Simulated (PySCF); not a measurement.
## C3H7NSi: one change and its effect

System: C3H7NSi.
Method of run 1: TDDFT PBE0/6-31G*, vertical, gas phase, core orbitals frozen in the response (PySCF 2.14.0).

The geometry comes from this level: PBE0-D3(BJ)/def2-SVP. Text and figures count atoms from 1; the logs count them from 0 in places.

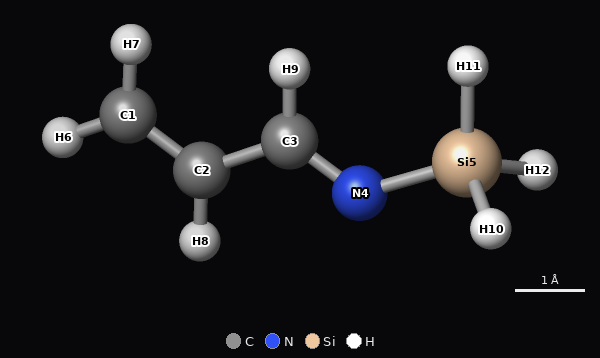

The input geometry (ball-and-stick view, seen at a tilt; atoms are numbered from 1 in the order of the input).

**Input, run 1**
```
{"job": {"kind": "uv", "xc": "PBE0", "basis": "6-31G*"}, "charge": 0, "multiplicity": 1}
C     -2.463392     0.839683     0.448685
C     -1.615129    -0.068057    -0.049784
C     -0.163644     0.081200     0.050469
N      0.646146    -0.777140    -0.420999
Si     2.388390    -0.661743    -0.349264
H     -3.546599     0.721091     0.369410
H     -2.094940     1.737592     0.956276
H     -1.967914    -0.969972    -0.559911
H      0.168696     1.008193     0.573488
H      2.915998    -1.871207     0.346678
H      2.858253     0.569151     0.375441
H      2.917695    -0.639284    -1.744205
```

The first line tells a small driver script what to run in PySCF; the rest is the geometry in Å.

Launched with:
```bash
OMP_NUM_THREADS=1 python <driver script> task.json out
```

Hardware: 1 CPU thread, shared host.

**Output (run 1)**
```
coarse grid: 10288 points
cycle   1  E = -462.3903015717  dE =  3.440e-01  |g| = 4.082e-01  |ddm| = 3.175e+00
cycle   2  E = -462.3208830471  dE =  6.942e-02  |g| = 6.818e-01  |ddm| = 1.109e+00
cycle   3  E = -462.4293030412  dE = -1.084e-01  |g| = 1.126e-01  |ddm| = 7.722e-01
cycle   4  E = -462.4325392278  dE = -3.236e-03  |g| = 2.642e-02  |ddm| = 1.344e-01
cycle   5  E = -462.4327249602  dE = -1.857e-04  |g| = 8.367e-03  |ddm| = 3.695e-02
cycle   6  E = -462.4327431986  dE = -1.824e-05  |g| = 2.140e-03  |ddm| = 9.049e-03
cycle   7  E = -462.4327444266  dE = -1.228e-06  |g| = 3.421e-04  |ddm| = 2.186e-03
final grid: 94152 points
cycle   8  E = -462.3820143071  dE = -1.500e-05  |g| = 5.592e-03  |ddm| = 1.620e-02
cycle   9  E = -462.3820130662  dE =  1.241e-06  |g| = 6.166e-03  |ddm| = 1.290e-02
cycle  10  E = -462.3820228585  dE = -9.792e-06  |g| = 1.134e-03  |ddm| = 6.952e-03
cycle  11  E = -462.3820231772  dE = -3.187e-07  |g| = 1.782e-04  |ddm| = 1.229e-03
cycle  12  E = -462.3820231848  dE = -7.650e-09  |g| = 3.830e-05  |ddm| = 1.967e-04
cycle  13  E = -462.3820231851  dE = -3.179e-10  |g| = 2.114e-05  |ddm| = 5.828e-05
converged SCF energy = -462.3820231851

Static polarisability (au): isotropic 64.733, principal 34.881 52.592 106.725

Singlet excitations
state   eV       nm        f      main configurations
  1   3.8134    325.1   0.00040   H->L 0.98
  2   6.0087    206.3   0.73396   H-1->L 0.96
  3   6.7015    185.0   0.06175   H->L+1 0.98
  4   6.9200    179.2   0.00619   H-3->L 0.90
  5   7.1948    172.3   0.00881   H-2->L 0.91
  6   7.2535    170.9   0.00005   H->L+2 0.93
  7   7.5621    164.0   0.00069   H-1->L+1 0.95
  8   7.6510    162.0   0.00034   H-5->L 0.88
  9   8.1269    152.6   0.00187   H->L+4 0.94
 10   8.1771    151.6   0.05678   H->L+3 0.48, H-4->L 0.32, H-1->L+2 0.15

Triplet excitations (Tamm-Dancoff, eV): 3.2627 3.3753 5.3384 6.2933
```

The input of run 2 differs as follows (lines with − go, lines with + come):
```diff
-"basis": "6-31G*"
+"basis": "def2-SVP"
```

How does run 2 compare with run 1?

The total energy of run 2 is 121.6 kcal/mol higher, which measures the change of basis and not a stability. The HOMO goes from −6.98 to −7.09 eV. The LUMO goes from −1.38 to −1.60 eV. The dipole moment goes from 2.00 to 1.94 D. The lowest excitation goes from 3.81 to 3.71 eV. The strongest computed line goes from 6.01 to 5.95 eV. The number of SCF iterations is the same. The basis functions go from 88 to 109.

**Output (run 2)**
```
coarse grid: 10288 points
cycle   1  E = -462.0909291615  dE =  3.078e-01  |g| = 3.955e-01  |ddm| = 3.491e+00
cycle   2  E = -462.0174217167  dE =  7.351e-02  |g| = 6.866e-01  |ddm| = 1.276e+00
cycle   3  E = -462.1275821260  dE = -1.102e-01  |g| = 1.020e-01  |ddm| = 8.897e-01
cycle   4  E = -462.1302183228  dE = -2.636e-03  |g| = 2.836e-02  |ddm| = 1.304e-01
cycle   5  E = -462.1304345681  dE = -2.162e-04  |g| = 8.792e-03  |ddm| = 4.037e-02
cycle   6  E = -462.1304543799  dE = -1.981e-05  |g| = 2.349e-03  |ddm| = 9.973e-03
cycle   7  E = -462.1304558848  dE = -1.505e-06  |g| = 3.140e-04  |ddm| = 2.535e-03
final grid: 94152 points
cycle   8  E = -462.1882253498  dE = -1.262e-05  |g| = 5.128e-03  |ddm| = 1.920e-02
cycle   9  E = -462.1882236822  dE =  1.668e-06  |g| = 5.859e-03  |ddm| = 1.234e-02
cycle  10  E = -462.1882323641  dE = -8.682e-06  |g| = 1.235e-03  |ddm| = 7.157e-03
cycle  11  E = -462.1882327436  dE = -3.795e-07  |g| = 1.482e-04  |ddm| = 1.408e-03
cycle  12  E = -462.1882327491  dE = -5.507e-09  |g| = 3.301e-05  |ddm| = 2.059e-04
cycle  13  E = -462.1882327494  dE = -2.447e-10  |g| = 1.773e-05  |ddm| = 5.546e-05
converged SCF energy = -462.1882327494

Static polarisability (au): isotropic 69.617, principal 41.236 56.206 111.409

Singlet excitations
state   eV       nm        f      main configurations
  1   3.7121    334.0   0.00026   H->L 0.98
  2   5.9505    208.4   0.74982   H-1->L 0.95
  3   6.7569    183.5   0.00637   H-3->L 0.91
  4   6.8708    180.5   0.05901   H->L+1 0.94
  5   7.0584    175.7   0.00050   H->L+2 0.89
  6   7.0645    175.5   0.00693   H-2->L 0.83
  7   7.4850    165.6   0.00029   H-4->L 0.90
  8   7.7909    159.1   0.00050   H-1->L+1 0.94
  9   8.0367    154.3   0.00129   H->L+5 0.93
 10   8.0652    153.7   0.03398   H-5->L 0.46, H-1->L+2 0.28, H->L+3 0.18

Triplet excitations (Tamm-Dancoff, eV): 3.1599 3.3709 5.3114 6.4604
```

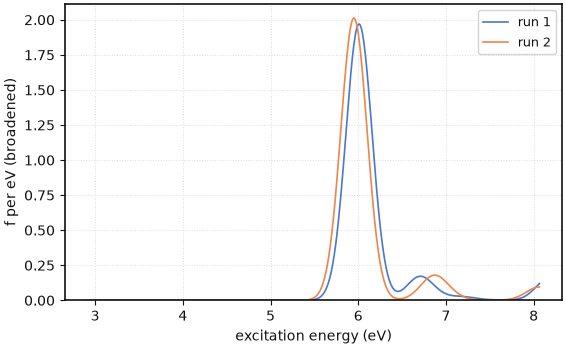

Absorption of the two runs from their computed states, each broadened by a Gaussian of 0.35 eV full width; the range ends where the shorter list of states ends.

**The two runs side by side**

| quantity | run 1 | run 2 |
| --- | --- | --- |
| outcome | converged | converged |
| total energy (hartree) | −462.382023 | −462.188233 |
| HOMO (eV) | −6.98 | −7.09 |
| LUMO (eV) | −1.38 | −1.60 |
| dipole moment (D) | 2.00 | 1.94 |
| lowest excitation (eV) | 3.81 | 3.71 |
| SCF iterations | 13 | 13 |
| strongest computed line (eV) | 6.01 | 5.95 |
| basis functions | 88 | 109 |
| wall time (shared host) | 11 s | 15 s |
